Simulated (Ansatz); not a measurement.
Take Bi$_{2}$Se$_{3}$ in the Bi2Te3 type structure (space group R-3m, No. 166; a = 4.1446 Å, c = 29.2658 Å (hexagonal axes)) as the base. Axes: x lies along a and z along c of the hexagonal cell.

Structures relaxed with r2SCAN+rVV10 in Ansatz (plane waves to 500 eV, PAW, no spin-orbit coupling).

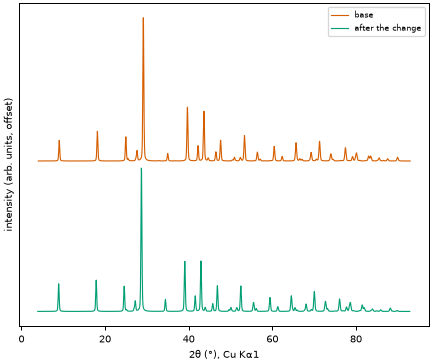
Fig. 1. Simulated powder patterns before (top) and after one change

### Question
Which of these changes matches the shifts?
A. uniaxial strain ε_zz = +2.75 %
B. uniaxial strain ε_zz = −1.00 %
C. isotropic strain +1.55 %
D. uniaxial strain ε_yy = +0.66 %

### Answer
C, isotropic strain +1.55 %. Its volume per atom is 30.40 Å³ against 29.02 Å³, and its space group is R-3m (No. 166).

No phonon test of stability was made.

Ansatz is a program for electronic structure.
